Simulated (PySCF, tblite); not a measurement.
# C5H8O: magnetic properties

What do calculations give for the magnetic properties of C5H8O (`C=COC1CC1`)?

Computed with tblite 0.8.0 and PySCF 2.14.0 and routines of our own; the level stands in each step. Atoms count from 0.

### Step 1. The system as given

14 atoms, charge 0, multiplicity 1; geometry from: force field or distance geometry start.

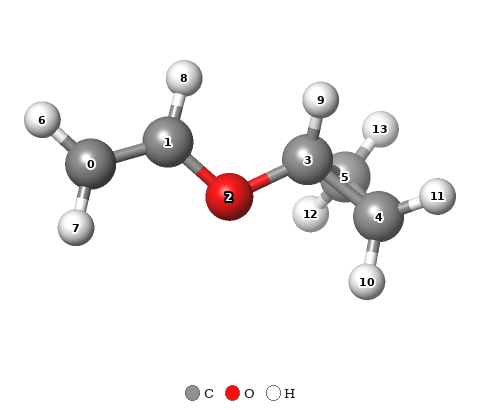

The starting geometry (carbon grey, oxygen red, hydrogen white).

### Step 2. Relaxing the molecule with GFN2-xTB, one coordinate held

What the job is given:

```
{"job": {"kind": "relax", "xc": "GFN2-xTB", "basis": "xTB"}, "charge": 0, "multiplicity": 1}
C      2.821700     0.520600     0.539900
C      1.531000     0.217200     0.756900
O      0.540300     0.645900    -0.053500
C     -0.771400     0.236200     0.388600
C     -1.918800     0.676400    -0.459600
C     -1.502900    -0.763100    -0.473000
H      3.599400     0.172000     1.194300
H      3.098900     1.143300    -0.303700
H      1.226500    -0.403500     1.601600
H     -0.961900     0.211600     1.471800
H     -1.693000     1.275500    -1.342700
H     -2.851600     0.935000     0.024900
H     -0.994000    -1.138600    -1.339500
H     -2.138500    -1.483700     0.014900
```

Launch:

```
OMP_NUM_THREADS=1 python excited_run.py task.json out
```

This one command runs all jobs of the session in turn.

The log of the run:

```text
step      E/eV     max force
  0    -511.09998    1.694
  1    -511.14864    1.161
  2    -511.16965    0.403
  3    -511.17652    0.234
  4    -511.18062    0.203
  5    -511.18389    0.178
  6    -511.18609    0.138
  7    -511.18677    0.132
  8    -511.18720    0.110
  9    -511.18766    0.101
 10    -511.18808    0.100
 11    -511.18833    0.088
 12    -511.18850    0.079
 13    -511.18868    0.070
 14    -511.18891    0.074
 15    -511.18915    0.090
 16    -511.18935    0.085
 17    -511.18948    0.067
 18    -511.18958    0.043
 19    -511.18966    0.044
 20    -511.18975    0.046
 21    -511.18985    0.047
 22    -511.18997    0.044
 23    -511.19011    0.039
 24    -511.19024    0.051
 25    -511.19032    0.054
 26    -511.19039    0.045
 27    -511.19045    0.048
 28    -511.19052    0.045
 29    -511.19059    0.037
 30    -511.19063    0.036
 31    -511.19066    0.033
 32    -511.19069    0.038
 33    -511.19071    0.040
 34    -511.19074    0.036
 35    -511.19075    0.036
 36    -511.19077    0.038
 37    -511.19079    0.041
 38    -511.19081    0.040
 39    -511.19083    0.041
 40    -511.19084    0.042
 41    -511.19085    0.045
```

Wall time 0.2 s (1 thread of Intel Xeon 6975P-C, shared host).

One coordinate is held by a constraint (a dihedral, as typed in the start), so the force along it need not vanish.

Step by step: (not every step is listed)

| step | energy from step 0 (eV) | largest force (eV/Å) |
| --- | --- | --- |
| 0 | 0.0000 | 1.6939 |
| 1 | -0.0487 | 1.1605 |
| 2 | -0.0697 | 0.4027 |
| 3 | -0.0765 | 0.2340 |
| 4 | -0.0806 | 0.2034 |
| 5 | -0.0839 | 0.1778 |
| 6 | -0.0861 | 0.1382 |
| 7 | -0.0868 | 0.1325 |
| 8 | -0.0872 | 0.1096 |
| 10 | -0.0881 | 0.1001 |
| 12 | -0.0885 | 0.0788 |
| 14 | -0.0889 | 0.0737 |
| 16 | -0.0894 | 0.0855 |
| 18 | -0.0896 | 0.0432 |
| 20 | -0.0898 | 0.0459 |
| 22 | -0.0900 | 0.0438 |
| 24 | -0.0903 | 0.0512 |
| 26 | -0.0904 | 0.0455 |
| 28 | -0.0905 | 0.0450 |
| 30 | -0.0906 | 0.0357 |
| 32 | -0.0907 | 0.0375 |
| 34 | -0.0908 | 0.0364 |
| 36 | -0.0908 | 0.0379 |
| 37 | -0.0908 | 0.0406 |
| 38 | -0.0908 | 0.0400 |
| 39 | -0.0908 | 0.0405 |
| 40 | -0.0909 | 0.0416 |
| 41 | -0.0909 | 0.0446 |

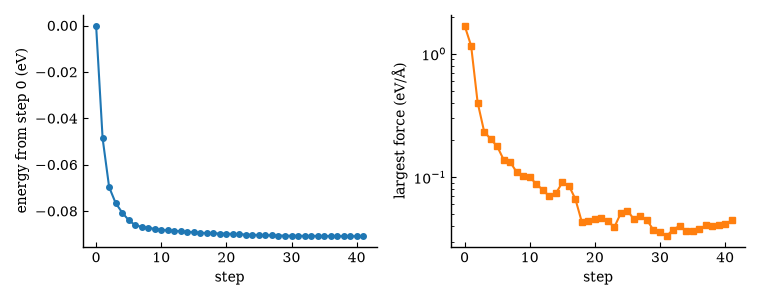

Energy and force, step by step.

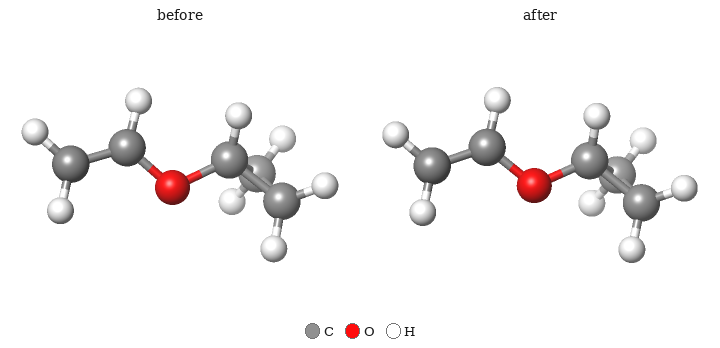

The geometry before (left) and after (right).

Close pairs (by a distance rule), those that changed most:

```
  bond  before (Å)  after (Å)  change (Å)
 O2–C3       1.444      1.396      -0.048
 C0–C1       1.344      1.323      -0.020
C4–H10       1.091      1.078      -0.013
 C3–H9       1.100      1.088      -0.012
 C0–H7       1.085      1.074      -0.010
 C1–O2       1.350      1.357      +0.007
 C3–C5       1.509      1.502      -0.007
C5–H12       1.073      1.078      +0.006
```

The next job starts from the end point, and lists it.

### Step 3. Magnetic properties: GIAO B3LYP/pcSseg-1

What the job is given:

```
{"job": {"kind": "mag", "xc": "B3LYP", "basis": "pcSseg-1", "isotopologues": 0}, "charge": 0, "multiplicity": 1}
C      2.790528     0.525689     0.521471
C      1.532554     0.218934     0.793130
O      0.502227     0.637251     0.015029
C     -0.776767     0.220397     0.388086
C     -1.907135     0.683435    -0.471436
C     -1.504730    -0.764862    -0.480156
H      3.586841     0.194398     1.159263
H      3.045172     1.113638    -0.341035
H      1.259268    -0.375574     1.660197
H     -0.924585     0.167631     1.464344
H     -1.648031     1.276867    -1.333523
H     -2.832145     0.968108     0.004698
H     -0.986264    -1.132520    -1.351352
H     -2.151068    -1.488397    -0.007962
```

With the program's defaults for keys left out, this is: GIAO B3LYP/pcSseg-1 magnetisability, rotational g tensor and spin-rotation constants, non-relativistic, gas phase.

The log of the run:

```text
coarse grid: 11480 points
cycle   1  E = -270.3338551612  dE =  8.803e-01  |g| = 6.177e-01  |ddm| = 3.275e+00
cycle   2  E = -270.2717410934  dE =  6.211e-02  |g| = 8.455e-01  |ddm| = 1.119e+00
cycle   3  E = -270.4119167859  dE = -1.402e-01  |g| = 1.029e-01  |ddm| = 6.890e-01
cycle   4  E = -270.4136886355  dE = -1.772e-03  |g| = 3.791e-02  |ddm| = 8.247e-02
cycle   5  E = -270.4139504487  dE = -2.618e-04  |g| = 1.494e-02  |ddm| = 3.491e-02
cycle   6  E = -270.4140024439  dE = -5.200e-05  |g| = 4.059e-03  |ddm| = 1.495e-02
cycle   7  E = -270.4140063238  dE = -3.880e-06  |g| = 8.502e-04  |ddm| = 3.691e-03
final grid: 110224 points
cycle   8  E = -270.4738178966  dE = -3.614e-05  |g| = 6.970e-03  |ddm| = 2.152e-02
cycle   9  E = -270.4738092689  dE =  8.628e-06  |g| = 9.665e-03  |ddm| = 1.122e-02
cycle  10  E = -270.4738285797  dE = -1.931e-05  |g| = 1.456e-03  |ddm| = 6.590e-03
cycle  11  E = -270.4738290060  dE = -4.263e-07  |g| = 2.004e-04  |ddm| = 1.297e-03
cycle  12  E = -270.4738290108  dE = -4.788e-09  |g| = 1.429e-04  |ddm| = 2.685e-04
cycle  13  E = -270.4738290159  dE = -5.173e-09  |g| = 2.264e-05  |ddm| = 1.182e-04
cycle  14  E = -270.4738290160  dE = -1.036e-10  |g| = 7.970e-06  |ddm| = 2.022e-05
converged SCF energy = -270.4738290160

Magnetisability tensor (1e-30 J/T^2)
    -1078.08      -37.31       76.30
      -37.31     -992.03      -33.86
       76.30      -33.86     -967.16
isotropic -1012.42   principal values   -1119.70  -1014.61   -902.96
isotropic susceptibility -60.969 1e-6 cm^3/mol

Inertial axes            a          b          c
rot. const./GHz     13.5886     1.8522     1.7870
chi total           -63.029    -58.553    -61.327
chi diamagnetic    -177.182   -749.083   -772.737
chi paramagnetic    114.154    690.530    711.410
quadrupole/D A        1.153     -1.891      0.738
g nuclear            0.7123     0.5963     0.5938
g electronic        -0.7287    -0.6009    -0.5972
g total             -0.0164    -0.0046    -0.0034

Spin-rotation constants (kHz, H = +C I.J)
atom  isotope        aa         bb         cc
  6     1H        0.293     -0.140     -0.168
  7     1H       -1.395     -0.046     -0.023
  8     1H       -1.286     -0.028     -0.004
  9     1H       -1.317     -0.194      0.060
 10     1H       -1.482     -0.088     -0.098
 11     1H       -0.671     -0.189     -0.115
 12     1H       -1.456     -0.204      0.006
 13     1H       -1.076     -0.081     -0.171
  0    13C*       4.069      0.460      0.425
  1    13C*       4.804      0.699      0.650
  2    17O*      -2.881     -0.283     -0.248
  3    13C*       2.538      0.424      0.383
  4    13C*       1.675      0.312      0.176
* in the singly substituted isotopologue
```

It took 16 s on 1 thread of Intel Xeon 6975P-C, shared host; peak memory 0.72 GiB.

From this job:

```csv
quantity,value
magnetisability,-1012·10⁻³⁰ J/T²
molar susceptibility,-61.0·10⁻⁶ cm³/mol
"rotational g (a, b, c)","-0.0164, -0.0046, -0.0034"
```

Orbitals, density, ELF and potential are computed afterwards from the orbital file.

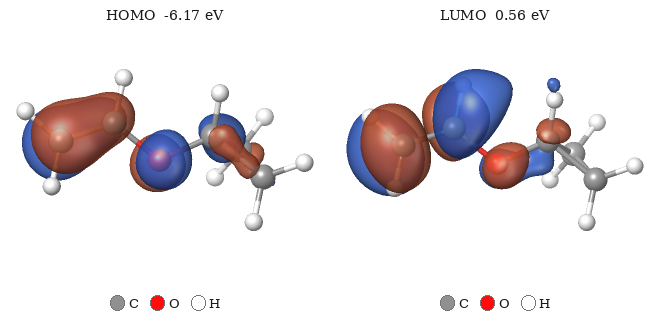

Frontier orbitals at B3LYP/pcSseg-1; each surface holds 70 % of the orbital's density, blue and red mark the sign.

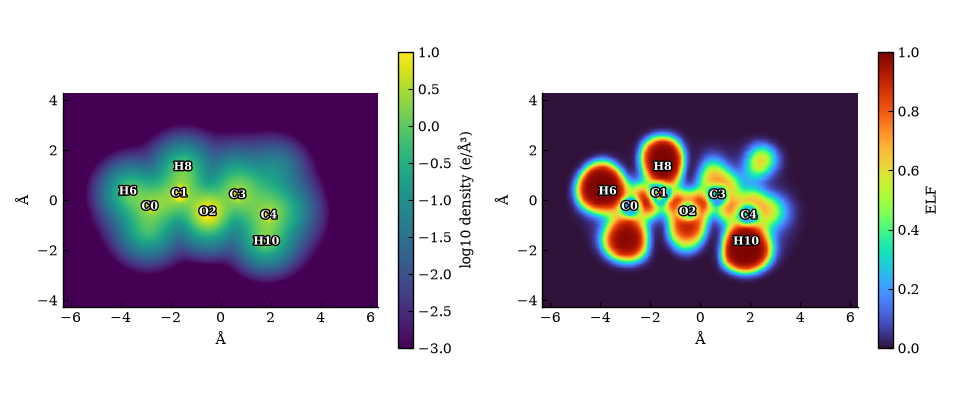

Density (left) and ELF (right) in a plane through or near 8 of the atoms.

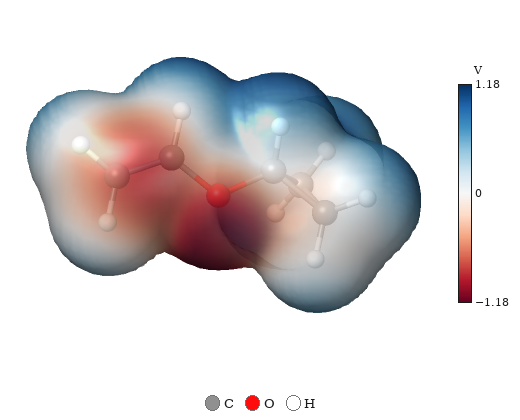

Electrostatic potential on the surface of density 0.002 e/bohr³; red is low, blue high. It runs, from the 1st to the 99th percentile, from -1.18 V near O2 to 0.97 V near H9.

### Step 4. Outcome

| quantity | value |
| --- | --- |
| magnetisability (step 3, GIAO B3LYP/pcSseg-1) | -1012·10⁻³⁰ J/T² |
| molar susceptibility (step 3, GIAO B3LYP/pcSseg-1) | -61.0·10⁻⁶ cm³/mol |
| rotational g (a, b, c) (step 3, GIAO B3LYP/pcSseg-1) | -0.0164, -0.0046, -0.0034 |
| surface potential, 1st and 99th percentile | -1.18 V and 0.97 V |

The values above hold for this geometry and these levels alone. Vibrational averaging and real surroundings are missing from these values.
